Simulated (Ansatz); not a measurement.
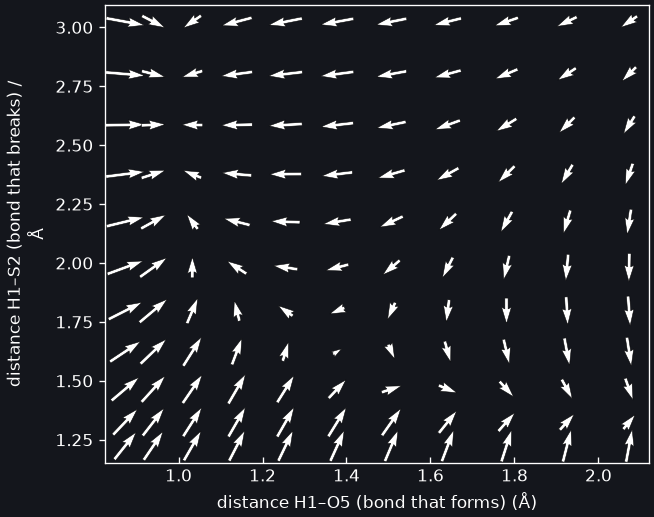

The reacting system CH2OS (one molecule; an intramolecular 1,3-shift). Coordinates scanned: (1) distance H1–O5 (bond that forms); (2) distance H1–S2 (bond that breaks). Relaxed at each point: all other coordinates. Grid: 11 × 11 points. Points are written as (first, second). The reference is spin-restricted, so regions where a bond is pulled apart into radicals lie too high. All numbers below come from RKS PBE-D4/def2-TZVP in Ansatz 0.2.0.

In the figure: arrows along the force (downhill), their lengths compressed.

**The arrows alone are given. Where is the energy lowest?**

The arrows converge at about (0.984 Å, 2.609 Å) (read from the interpolated surface).

The energy map of the same scan:

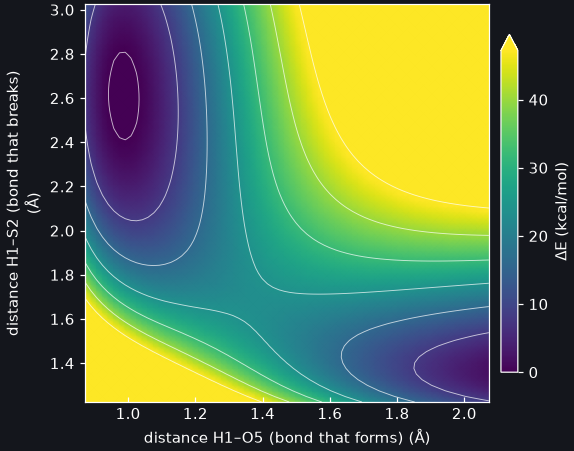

Energies are in kcal/mol, from the lowest grid point; between grid points the surface is interpolated.
